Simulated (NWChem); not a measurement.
# singlet AlHSCl+: MP2/def2-SVP

Wanted: a single-point energy of singlet AlHSCl+. 

Program for the calculation: NWChem 7.3.0.

8 further runs of the same task are left out: 8 set aside as unsound or not needed.

**1. Starting point**

AlHSCl+ has 4 atoms, charge +1, and is taken as a singlet. SMILES of the parent species: `[SH][Al][Cl]`. Geometry: relaxed at PBE0-D4/def2-TZVP. That shape belongs to the parent species and isn't relaxed for this state.

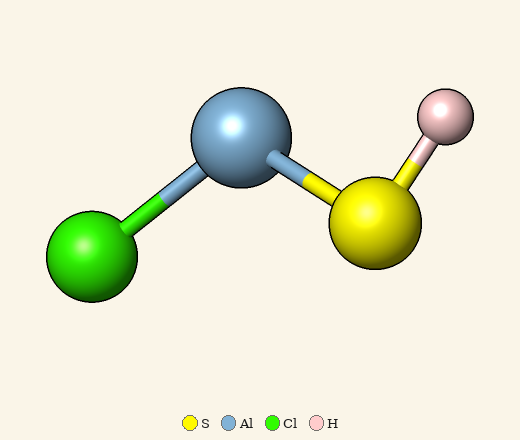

The structure, seen from a chosen angle (sulfur yellow, aluminium light blue, chlorine green, hydrogen pink).

**2. The energy at MP2/def2-SVP**

Contents of alclhs.nw:

```
start alclhs
title "AlClHS"
memory 2200 mb
charge 1

geometry noautosym nocenter noautoz
  S     0.439800    0.984900   -0.744700
  Al   -0.394100   -0.525900    0.609100
  Cl    0.226200   -2.507400    0.251000
  H    -0.216400    1.988100   -0.135600
end

basis spherical bse
  * library def2-SVP
end

scf
  thresh 1e-05
  maxiter 80
  print low
end

mp2
  freeze core 15
  tight
end

task mp2
```

Command:

```bash
nwchem alclhs.nw > alclhs.out
```

What it wrote:

```text
[...]
  functions       =    59
[...]
  wavefunction    = RHF
[...]
         Total SCF energy =  -1098.971423546165
      One-electron energy =  -1822.801163536162
      Two-electron energy =    567.674844339738
 Nuclear repulsion energy =    156.154895650258
        Time for solution =      1.9s
[...]
          Total MP2 energy         -1099.281315186290
[...]
```

It took 2.7 s on 1 thread of AMD EPYC 9R45 (Zen 5), shared host; peak memory 0.12 GiB.

**3. Summary of results**

Level: MP2/def2-SVP, 15 core orbitals frozen.

| quantity | value |
| --- | --- |
| total energy | -1099.28132 Eh |
| correlation energy (15 core orbitals frozen) | -309.9 mEh |
